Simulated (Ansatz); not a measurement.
# Cd2TeO: relaxing a made-up structure, part 2 of 2

This structure for Cd2TeO is made up. Its elements were placed in a known structure type with a cell scaled to their sizes. What cell does the guess relax to, and how far off was it?

Ansatz 0.2.0; DFT, r2SCAN, plane-wave PAW, files of the set soft_1, scalar-relativistic, no spin, cell and ions relaxed at zero pressure; PAW set soft_1 (the session's first sound run).

So far: Starting point; Relaxation of the guess. The relaxed cell has a = 4.039, c = 6.931 Å (conventional setting).

## (3) Electronic structure of the relaxed cell

With the geometry fixed, one more self-consistent run, with a narrower smearing and the mesh shown in its input, gives the bands, and its pressure, and its forces where symmetry allows any, show how far the geometry depends on these settings.

This step: DFT, r2SCAN, plane-wave PAW, files of the set soft_1, scalar-relativistic, no spin, bands and density of states at the relaxed cell; PAW set soft_1 (Ansatz 0.2.0).

File input.yaml:

```yaml
crystal:
  lattice:
    - [4.0391140248, 0.0, 0.0]
    - [-2.0195570124, 3.4979753543, 0.0]
    - [0.0, 0.0, 6.9308871413]
  atoms:
    - { symbol: Te, position: [0.0, 0.0, 0.6496759434] }
    - { symbol: Cd, position: [0.0, 0.0, 0.0619659749] }
    - { symbol: Cd, position: [0.6666666667, 0.3333333333, 0.4380115809] }
    - { symbol: O, position: [0.6666666667, 0.3333333333, 0.1268465008] }
kpoints:
  mp_grid: { grid: [10, 10, 6] }
  band_path:
    path:
      - [[0.0, 0.0, 0.0], [0.5, 0.0, 0.0], [0.33333333, 0.33333333, 0.0], [0.0, 0.0, 0.0], [0.0, 0.0, 0.5], [0.5, 0.0, 0.5], [0.33333333, 0.33333333, 0.5], [0.0, 0.0, 0.5]]
      - [[0.5, 0.0, 0.5], [0.5, 0.0, 0.0]]
      - [[0.33333333, 0.33333333, 0.0], [0.33333333, 0.33333333, 0.5]]
    npoints: 8
scf:
  occupations: { method: fermi_dirac, width: 0.03 }
  n_extra_bands: 8
hamiltonian:
  xc: r2scan
  pseudopotentials: { kind: paw, azcp: { folder: soft_1 } }
output:
  forces: true
  stress: true
  write_bands: true
  dos: { projected: true }
  write_density: true
  write_potential: true
  elf: true
  volumetric_format: npy
```

Launch:

```bash
ansatz run input.yaml --threads 4 --pin off --max-ram 8192MiB --backend cpu --events-out ev --progress --plain --runs-dir out
```

Numbers of over 12 decimals in the logs are rounded to 6 here.

Output:

```text
[...]
Crystal: 4 atoms, lattice volume = 97.925 Å³
Basis set: ecut = 500 eV, 2515 PW (Γ), exchange–correlation on 120×120×216 points (64 copies of the dense FFT grid, shifted against one another)
Bands: 39, of which v1, the nominal top of the filled ones, is band 31 counted from 1 (30 counted from 0)
Symmetry: 6 space group operations
[...]
k-points: 72 of 600 (time reversal used)
[...]
SCF iter   1: F=—  HF=-24101.557386 eV  |F-HF|=—  |Δ(HF+E_count)|=         —  Δρ=8.59e-2  dr2=1.02e1  dr2_τ=1.56e-1  ethr=3.10e-3  ⟨swp⟩=8.6  Hψ=13213  notcnv=0
[...]
SCF iter  10: F=-24099.801658 eV  HF=-24099.801658 eV  |F-HF|=4.91e-9  |Δ(HF+E_count)|=   3.58e-9  Δρ=3.09e-6  dr2=8.97e-9  dr2_τ=6.41e-10  ethr=1.61e-10  ⟨swp⟩=8.5  Hψ=16214  notcnv=0
SCF 1 converged in 10 iterations: F = -24099.801658 eV  dr2 = 8.97e-9
[...]
NSCF: frozen V_eff on 75 k-points
SCF converged after 10 iterations
Free energy (F): -24099.801658 eV
[...]
Internal energy: -24099.799062 eV  (E = F + TS)
E sigma→0 (E₀):  -24099.800360 eV
Entropy (-TS):   -0.002597 eV (-0.649 meV/atom)
Fermi energy:    9.007413 eV
[...]
--- Forces (eV/Å), atoms counted from 1 ---
  atom   1  Te     0.00000000     0.00000000     0.00754463
  atom   2  Cd     0.00000000     0.00000000     0.03519759
  atom   3  Cd     0.00000000     0.00000000    -0.05929448
  atom   4  O      0.00000000     0.00000000     0.01658329
  max |Σ_I F_I| component: 3.10e-5 eV/Å
--- Stress (GPa, compression-positive) ---
       -0.133487       0.000000       0.000000
        0.000000      -0.133487      -0.000000
        0.000000       0.000000       0.107901
  P = ⅓ Tr σ = -0.0530 GPa (-0.530 kbar)
--- Band table (eV; the first three rows and the last of 72) ---
  k-point 0: bands = [... 27 lower, 6.4725, 6.9963, 7.6154, 9.2152, 9.2152, 12.9379, 15.2133, 15.5732, ... 4 higher]
  k-point 1: bands = [... 27 lower, 6.4790, 6.4790, 8.2148, 9.2082, 9.2082, 12.7758, 14.3418, 15.5632, ... 4 higher]
  k-point 2: bands = [... 27 lower, 6.4921, 6.4921, 9.0504, 9.1940, 9.1940, 12.1114, 13.7494, 15.5463, ... 4 higher]
  k-point 71: bands = [... 27 lower, 5.1658, 6.0445, 6.2456, 7.1849, 11.3562, 12.2876, 12.8046, 12.8697, ... 4 higher]
```

The job ended after 19 s (4 threads of Intel Xeon Platinum 8488C (Sapphire Rapids), shared host; peak memory 0.82 GiB).

Numbers from this step:

```yaml
free_energy: -24099.8017 eV
energy_at_zero_smearing: -24099.8004 eV
smearing_term_ts: 0.002597 eV
fermi_energy: 9.007 eV
pressure: -0.05302 GPa
```

bands.tsv at the labelled points (eV, zero at the Fermi level; the bands that come nearest the Fermi level along the path):

```tsv
point	band 28	band 29	band 30	band 31	band 32	band 33	band 34	band 35
Γ	-2.53	-2.01	-1.39	0.21	0.21	3.93	6.21	6.57
M	-3.72	-3.28	-2.59	-0.95	1.83	2.73	3.64	4.55
K	-4.21	-3.25	-2.73	-2.59	2.60	3.23	3.72	5.12
Γ	-2.53	-2.01	-1.39	0.21	0.21	3.93	6.21	6.57
A	-2.51	-2.51	0.18	0.18	0.54	2.56	4.64	6.53
L	-3.19	-3.06	-2.11	-1.06	1.46	3.02	3.55	4.67
H	-3.90	-2.97	-2.87	-1.79	2.48	3.08	3.81	3.91
A	-2.51	-2.51	0.18	0.18	0.54	2.56	4.64	6.53
L	-3.19	-3.06	-2.11	-1.06	1.46	3.02	3.55	4.67
M	-3.72	-3.28	-2.59	-0.95	1.83	2.73	3.64	4.55
K	-4.21	-3.25	-2.73	-2.59	2.60	3.23	3.72	5.12
H	-3.90	-2.97	-2.87	-1.79	2.48	3.08	3.81	3.91
```

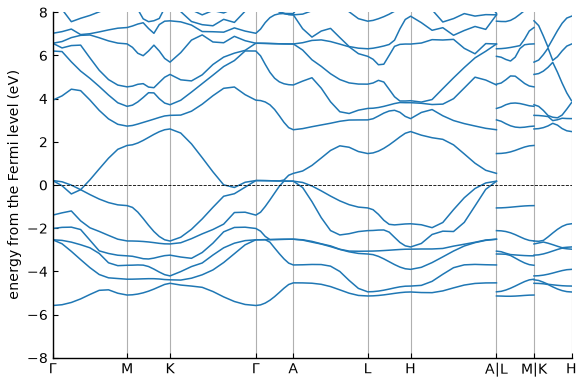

Bands along the path. 25 bands lie wholly below the window drawn.

Counts of states for the cell as run, both spins, by energy window (eV from the Fermi level):

```csv
from,to,total
-8,-7,0.00
-7,-6,0.00
-6,-5,0.52
-5,-4,2.79
-4,-3,3.34
-3,-2,3.01
-2,-1,1.42
-1,0,0.92
0,1,0.53
1,2,1.11
2,3,0.81
3,4,1.96
4,5,2.21
5,6,1.52
```

A further 50.0 states lie below the table's range.

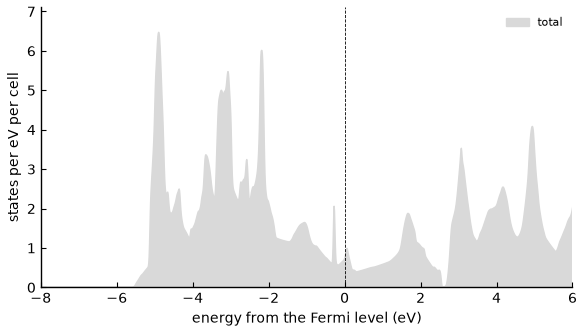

Total density of states, smoothed over about 0.04 eV.

Force by atom:

| atom | x (eV/Å) | y (eV/Å) | z (eV/Å) | size |
| --- | --- | --- | --- | --- |
| Te1 | 0.0000 | 0.0000 | 0.0075 | 0.0075 |
| Cd2 | 0.0000 | 0.0000 | 0.0352 | 0.0352 |
| Cd3 | 0.0000 | 0.0000 | -0.0593 | 0.0593 |
| O4 | 0.0000 | 0.0000 | 0.0166 | 0.0166 |

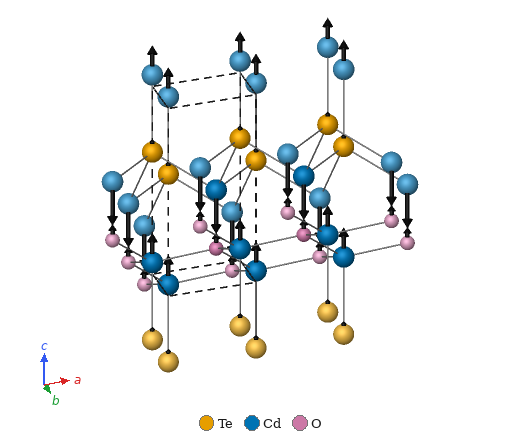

Force as arrows, the longest 0.0593 eV/Å. 2×1×1 cells are drawn. Some periodic images of atoms are drawn too.

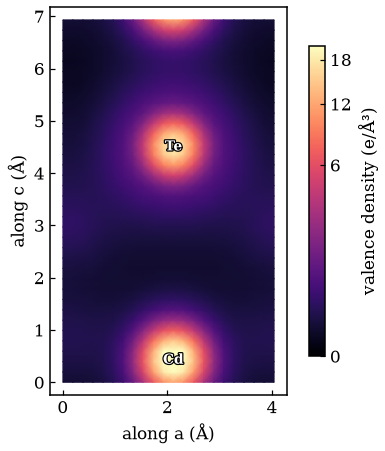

Valence density in the ac plane at fractional y = 0.000, with atoms of Te and Cd within 0.2 Å of it. It is the smooth field of the valence electrons, not physical close to the nuclei. The map starts off the cell's origin, so that atoms lie inside it. The colour scale is stretched toward low values.

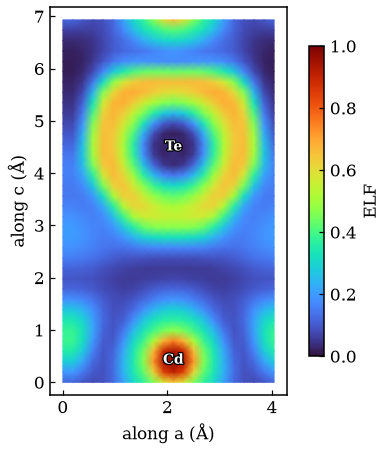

ELF in the ac plane at fractional y = 0.000, with atoms of Te and Cd within 0.2 Å of it. It is the smooth field of the valence electrons, not physical close to the nuclei. The map starts off the cell's origin, so that atoms lie inside it.

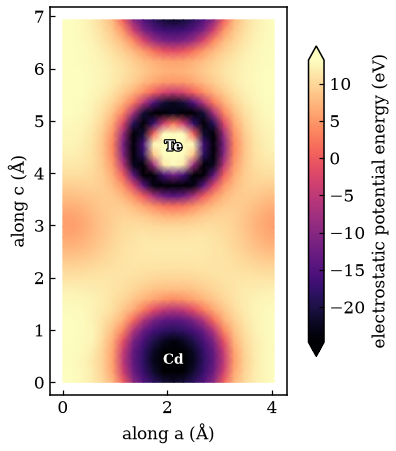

Electrostatic potential energy in the ac plane at fractional y = 0.000, with atoms of Te and Cd within 0.2 Å of it. With pseudopotentials it is smooth inside the atoms' cores, unlike the true potential. The map starts off the cell's origin, so that atoms lie inside it.

## (4) What came out

| Item | Value |
| --- | --- |
| space group, relaxed | P3m1 |
| conventional cell | a = 4.039, b = 4.039, c = 6.931 Å; α = 90.0°, β = 90.0°, γ = 120.0° |
| volume per atom | 24.48 Å³ (guess 24.87) |

In words: Cd2TeO relaxes to P3m1 with a = 4.039, b = 4.039 and c = 6.931 Å. The guessed volume was 2 % too large. The space group P3m1 was held in the relaxation, so the end point is a stationary structure within it and may be a saddle against distortions or other arrangements. Bands cross the Fermi level, so it is a metal or semimetal at this level. Semilocal functionals can close a small real gap, so this isn't settled for compounds with anions. On the 10×10×6 mesh with the narrower smearing (relaxed on 7×7×4) the largest force component is 0.059 eV/Å and the largest stress component is 0.133 GPa, against the relaxation's thresholds of 0.015 eV/Å and 0.05 GPa. The cutoff wasn't tested. Spin-orbit coupling is left out, which can matter for elements this heavy. No dispersion term is used, so weakly bound directions may come out too long. Nothing here tests whether the compound is stable against decomposition.

[Logs are printed without paths, hosts, clocks, repeated set-up lines and the standing remarks that a program may print on its own settings, such as how far it seeks lower states.]

[Hosts, paths, dates, database ids (printed as entryN), source tags and the programs' standing remarks are cut or masked in the printed files.]
